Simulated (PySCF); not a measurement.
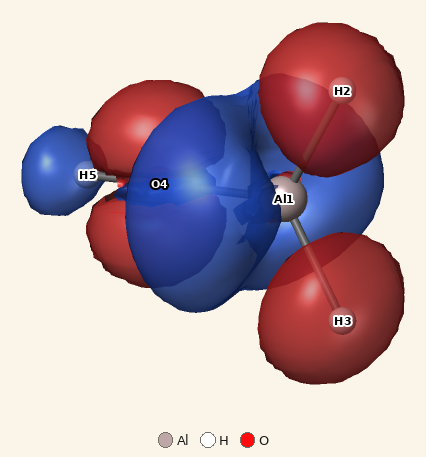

*AlH2(OH) (AlH3O). Unrelaxed difference density of T₂ less the ground state (TDA triplet states), ±0.02 e/Å³; blue: gain, red: loss.*

Computed with PySCF, ωB97X/cc-pVDZ, geometry: GFN2-xTB. No frequency check shows the geometry to be a minimum. Without diffuse functions Rydberg states are missing, so the states' numbers hold for this basis only.

How does the charge move on excitation?

Answer. 0.69 e is displaced in all, of which about 0.4 e passes between atoms: O4 (0.21 e) and H2 and H3 (0.11 e each) lose electrons and Al1 (0.34 e) and H5 (0.09 e) gain them. The state: 7.12 eV (174 nm), spin-forbidden from the singlet ground state, partly diffuse acceptor orbital, which a basis without diffuse functions describes poorly; the leading pair carries 96 %; hole on O4 (36 %), Al1 (22 %) and H2 and H3 (20 % each), electron on Al1 (56 %), O4 (16 %) and H5 (12 %) (atom shares of so diffuse an orbital are rough); their centroids lie 0.4 Å apart; T₃ lies within 0.1 eV of it.
